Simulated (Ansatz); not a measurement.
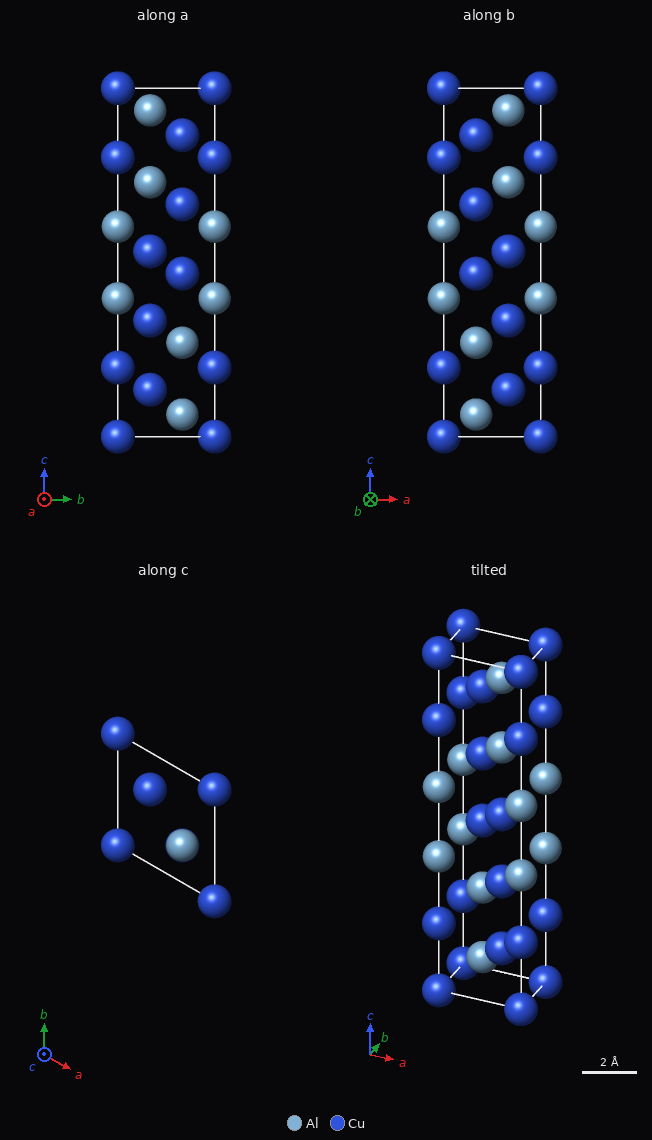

A spheres-only rendering, viewed along the a axis, along the b axis, along the c axis and slightly off an axis. Thin lines show the conventional unit cell, with boundary atoms drawn in all their periodic places.

Lattice parameters: a = 4.168 Å, b = 4.168 Å, c = 12.996 Å, α = 90.00°, β = 90.00°, γ = 120.00°. Put a along x and b in the xy plane.

**From the views, write a POSCAR file, with free fractional coordinates to two decimals.**

```
Al Cu
1.0
     4.168    0.000    0.000
    -2.084    3.610    0.000
     0.000    0.000   12.996
Al Cu
6 9
Direct
  0.6667 0.3333 0.73
  0.00 0.00 0.60
  0.3333 0.6667 0.06
  0.6667 0.3333 0.94
  0.00 0.00 0.40
  0.3333 0.6667 0.27
  0.00 0.00 0.80
  0.6667 0.3333 0.53
  0.3333 0.6667 0.6667
  0.6667 0.3333 0.13
  0.3333 0.6667 0.87
  0.00 0.00 0.00
  0.3333 0.6667 0.47
  0.00 0.00 0.20
  0.6667 0.3333 0.3333
```

Its origin is a structure type filled with these elements by a generator (whether the compound takes this form wasn't checked). Earlier steps of the study, as a rule a relaxation of our own, may have changed the cell and positions, so they can lie some per cent off the listed ones. It went into a calculation with Ansatz.
